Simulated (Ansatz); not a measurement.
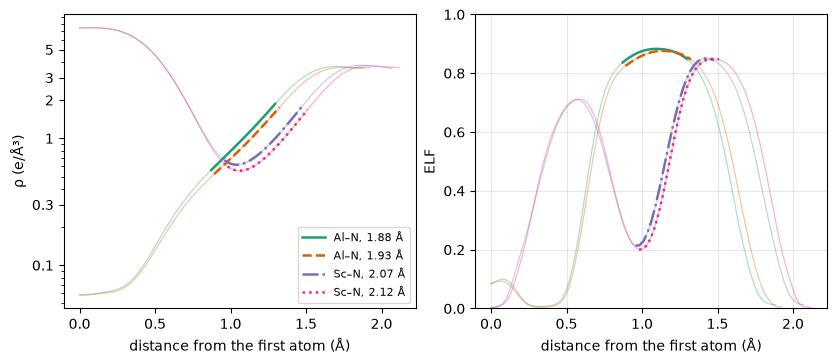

Figure 1: ScAl3N3. Valence charge density (pseudo) and electron localisation function along straight lines between neighbouring atoms. Thin, pale parts lie inside the atomic spheres.

Space group Cm; a structure from a database of computed crystals, not necessarily the ambient phase; a generated structure, not necessarily the stable one; computed without spin polarisation.

Method: DFT PBE, scalar-relativistic, plane waves, PAW (Ansatz 0.2.0).

In a PAW calculation such maps are meaningful between the atoms, not at the nuclei.

**Compare the contacts.**

Al–N (1.88 Å): the density is about 0.68 e/Å³ at the midpoint; the ELF peaks at about 0.90 in the valence shell of N, 0.8 Å from its nucleus, and is about 0.85 at the midpoint.
Al–N (1.93 Å): ρ at the midpoint is about 0.63 e/Å³; the ELF peaks at about 0.90 in the valence shell of N, 0.8 Å from its nucleus, and is about 0.85 at the midpoint.
Sc–N (2.07 Å): the density is about 0.62 e/Å³ at the midpoint; the ELF peaks at about 0.85 in the valence shell of N, 0.6 Å from its nucleus, and is about 0.25 at the midpoint: no shared electron pair shows on this line.
Sc–N (2.12 Å): ρ is about 0.55 e/Å³ halfway; the ELF peaks at about 0.85 in the valence shell of N, 0.6 Å from its nucleus, and is about 0.25 at the midpoint (no shared electron pair shows on this line).
